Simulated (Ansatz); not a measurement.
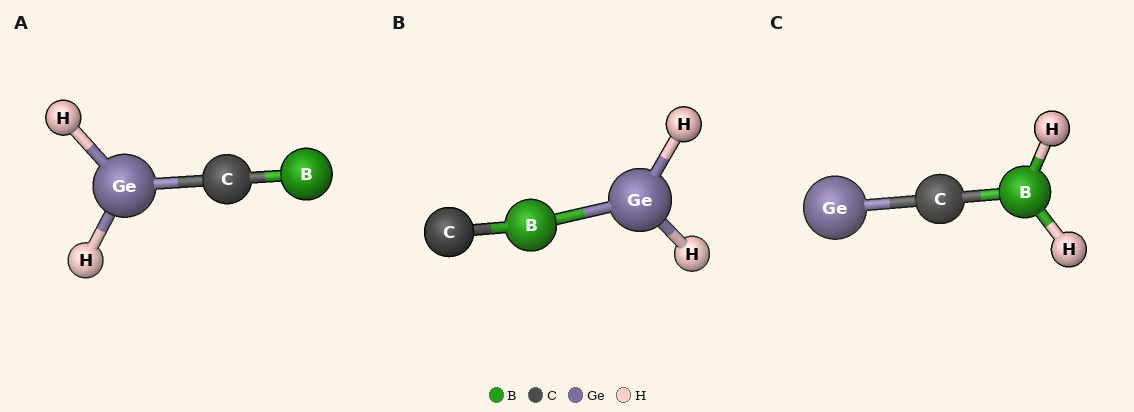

3 stationary structures of one formula. State: neutral, doublet. Geometries: PBE0-D4/def2-TZVP. Electronic energies: UHF-CCSD(T) (frozen core)/def2-TZVPP (Ansatz 0.2.0), without zero-point energy. No frequency run is at hand to confirm each as a minimum.

Question: Which is lowest in energy, and by how much?

Answer: C is lowest; A lies 2.242 eV above it, B lies 3.314 eV above it.

The determinant isn't a pure spin state (⟨S²⟩ up to 1.55).
